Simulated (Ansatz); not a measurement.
**GeH2 (triplet): trial inputs and their diagnosis at scale of all distances = 1.000**

4 inputs are run for GeH2 (triplet) as typed; the log has to tell whether the result can be used and what must change.

Program: Ansatz 0.2.0, Gaussian basis. Level of theory: the settings change from run to run. These are calculated values, not measurements.

10 further runs of the same task are left out: 8 that didn't finish, 2 set aside as unsound or not needed.

## Step 1: The system

The geometry derives from a PBE0/def2-TZVP stationary point (not a proven minimum). All distances are scaled together. No spin-orbit coupling is included. The filled d shell of Ge may be among the frozen orbitals whatever the setting's name suggests; the logs give the count.

3 atoms, charge 0, spin multiplicity 3.

Atoms are counted from 1 here; the program's logs count them from 0.

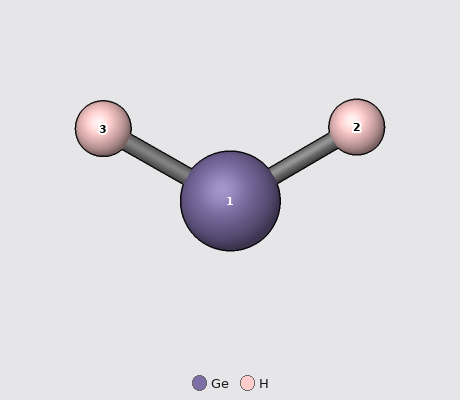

The structure; germanium purple, hydrogen pink; atoms are numbered from 1 in the order of the file.

## Step 2: Try 1

Input file in.yaml:

```yaml
crystal:
  periodic: [false, false, false]
  atoms:
    - {symbol: Ge, position_ang: [0.000000, -0.020787, 0.000000]}
    - {symbol: H, position_ang: [0.000000, 0.749032, -1.334401]}
    - {symbol: H, position_ang: [0.000000, 0.749032, 1.334401]}
basis:
  gaussian: {orbitals: def2-mTZVP, fitting: {mean_field: def2-universal-jkfit}}
magnetization: {spin_polarized: false, initial_magnetization: 2}
correlation: {active_space: {ras: {orbitals: [7, 2, 24], electrons: 36, max_holes: 2, max_particles: 2}, fixed_orbitals: true}}
```

On the command line:

```sh
$ ansatz run in.yaml --threads 1 --pin off --events-out ev --progress --plain --max-ram 2393MiB
```

What it wrote:

```text
Functional definition: HF
  name "HF"
  cite "Fock, Z. Phys. 61, 126 (1930) doi:10.1007/BF01340294"
  parent pbe
  exchange = exact_x
  correlation = 0
302 factors; integrals over basis functions are off by at most 6.5e-1 eV
mean field evaluation 1: about -56502.5493 eV, gradient 7.7e0 eV
mean field evaluation 2: about -56503.0734 eV, gradient 3.2e0 eV
mean field evaluation 4: about -56503.1461 eV, gradient 2.6e-1 eV
mean field evaluation 8: about -56503.1471 eV, gradient 5.2e-7 eV
mean field -56503.14709406 eV, -2076.4523564981 hartree, gradient 5.2e-7 eV, S^2 2.000000; 0 other end points of the search recorded, 0 dependent functions left out
reference -56503.14709406 eV, -2076.4523564981 hartree; 18, 16 occupied and 24, 26 virtual orbitals, 302 factors
Error: 36 electrons in 33 orbitals form no window around the highest filled level of the reference
```

It took 0.18 s on 1 thread of Arm Neoverse V1, shared host.

**Diagnosis.** The run stopped with an error. The electron count of the restricted space is wrong. Cure: count the correlated electrons again.

## Step 3: Try 2

Input file in.yaml:

```yaml
crystal:
  periodic: [false, false, false]
  atoms:
    - {symbol: Ge, position_ang: [0.000000, -0.020787, 0.000000]}
    - {symbol: H, position_ang: [0.000000, 0.749032, -1.334401]}
    - {symbol: H, position_ang: [0.000000, 0.749032, 1.334401]}
basis:
  gaussian: {orbitals: aug-cc-pVDZ}
magnetization: {spin_polarized: false, initial_magnetization: 2}
correlation: {active_space: {window: {electrons: 4, orbitals: 4}, states: [{multiplicity: 3, irrep: T2g, weights: [1]}]}}
accuracy: high
```

Launched as before.

What it wrote:

```text
Functional definition: HF
  name "HF"
  cite "Fock, Z. Phys. 61, 126 (1930) doi:10.1007/BF01340294"
  parent pbe
  exchange = exact_x
  correlation = 0
the irreps are read with x along [1.000, -0.000, 0.000], y along [0.000, 0.000, -1.000] and z along [0.000, 1.000, 0.000] of the geometry given
1011 factors; integrals over basis functions are off by at most 4.4e-9 eV
mean field evaluation 1: about -56501.7818 eV, gradient 7.1e0 eV
mean field evaluation 2: about -56501.7848 eV, gradient 7.1e0 eV
mean field evaluation 4: about -56502.4693 eV, gradient 9.6e-1 eV
mean field evaluation 8: about -56502.4803 eV, gradient 6.0e-4 eV
mean field -56502.48025669 eV, -2076.4278506766 hartree, gradient 2.2e-8 eV, S^2 2.000000; 0 other end points of the search recorded, 0 dependent functions left out
reference -56502.48025669 eV, -2076.4278506766 hartree; 18, 16 occupied and 36, 38 virtual orbitals, 1011 factors
Error: the irrep T2g is not accepted for these orbitals, which take A1, B1, B2, A2, or 1 to 4
```

It took 1.2 s on 1 thread of Arm Neoverse V1, shared host.

**Diagnosis.** The run stopped with an error. The symmetry label isn't in the molecule's group. Fix: name an irrep that the log lists.

## Step 4: Try 3

Input file in.yaml:

```yaml
crystal:
  periodic: [false, false, false]
  atoms:
    - {symbol: Ge, position_ang: [0.000000, -0.020787, 0.000000]}
    - {symbol: H, position_ang: [0.000000, 0.749032, -1.334401]}
    - {symbol: H, position_ang: [0.000000, 0.749032, 1.334401]}
basis:
  gaussian: {orbitals: def2-TZVPP}
magnetization: {spin_polarized: false, initial_magnetization: 2}
correlation: {method: ccsdtq, electrons: all}
```

The command is unchanged.

What it wrote:

```text
Functional definition: HF
  name "HF"
  cite "Fock, Z. Phys. 61, 126 (1930) doi:10.1007/BF01340294"
  parent pbe
  exchange = exact_x
  correlation = 0
881 factors; integrals over basis functions are off by at most 1.8e-7 eV
mean field evaluation 1: about -56502.7016 eV, gradient 7.9e0 eV
mean field evaluation 2: about -56502.7017 eV, gradient 7.9e0 eV
mean field evaluation 4: about -56503.3214 eV, gradient 2.0e0 eV
mean field evaluation 8: about -56503.3377 eV, gradient 1.0e-1 eV
mean field evaluation 16: about -56503.3356 eV, gradient 3.2e-1 eV
mean field -56503.33784761 eV, -2076.4593665619 hartree, gradient 4.0e-6 eV, S^2 2.000000; 0 other end points of the search recorded, 0 dependent functions left out
reference -56503.33784761 eV, -2076.4593665619 hartree; 18, 16 occupied and 58, 60 virtual orbitals, 881 factors
Error: with its amplitudes the run needs 2061.27 GiB of memory by its plan, which may be too low or too high, and 2.33 GiB are given
refused for memory
```

It took 3 s on 1 thread of Arm Neoverse V1, shared host.

**Diagnosis.** The run was refused for memory. The method is too large for the memory allowed. Cure: freeze cores, shrink the basis or take a lower level.

## Step 5: Try 4

Input file in.yaml:

```yaml
crystal:
  periodic: [false, false, false]
  atoms:
    - {symbol: Ge, position_ang: [0.000000, -0.020787, 0.000000]}
    - {symbol: H, position_ang: [0.000000, 0.749032, -1.334401]}
    - {symbol: H, position_ang: [0.000000, 0.749032, 1.334401]}
basis:
  gaussian: {orbitals: def2-TZVPP, point_charges: [{charge: 1.00, position_ang: [4.456, -0.881, 0.061]}]}
magnetization: {spin_polarized: false, initial_magnetization: 2}
correlation: {method: ccsdtq, electrons: all, diis_vectors: 2}
output: {forces: true}
```

Same command.

What it wrote:

```text
Functional definition: HF
  name "HF"
  cite "Fock, Z. Phys. 61, 126 (1930) doi:10.1007/BF01340294"
  parent pbe
  exchange = exact_x
  correlation = 0
881 factors; integrals over basis functions are off by at most 2.0e-7 eV
mean field evaluation 1: about -56502.8439 eV, gradient 8.0e0 eV
mean field evaluation 2: about -56502.8436 eV, gradient 8.0e0 eV
mean field evaluation 4: about -56503.4581 eV, gradient 2.0e0 eV
mean field evaluation 8: about -56503.4744 eV, gradient 1.0e-1 eV
mean field evaluation 16: about -56503.4730 eV, gradient 3.1e-1 eV
mean field -56503.47452962 eV, -2076.4643895329 hartree, gradient 4.6e-6 eV, S^2 2.000000; 0 other end points of the search recorded, 0 dependent functions left out
reference -56503.47452962 eV, -2076.4643895329 hartree; 18, 16 occupied and 58, 60 virtual orbitals, 881 factors
```

Wall time 99 s (1 thread of Arm Neoverse V1, shared host).

Diagnosis: The run was cut at its time limit. The job is too large for the time given. Cure: a smaller basis or space, or a lower level; a longer limit helps only where the log shows it near its end.

## Step 6: Summary

```tsv
try	level	ended	cause	time
1	CISD/def2-mTZVP	stopped by an error	the electron count of the restricted space is wrong	0.18 s
2	CASSCF(4,4)/aug-cc-pVDZ	stopped by an error	the symmetry label isn't in the molecule's group	1.2 s
3	CCSDTQ on ROHF/def2-TZVPP	out of memory	the method is too large for the memory allowed	3 s
4	CCSDTQ on ROHF/def2-TZVPP	cut at its time limit	the job is too large for the time given	99 s
```

2 stopped by an error, 1 out of memory, 1 cut at its time limit.
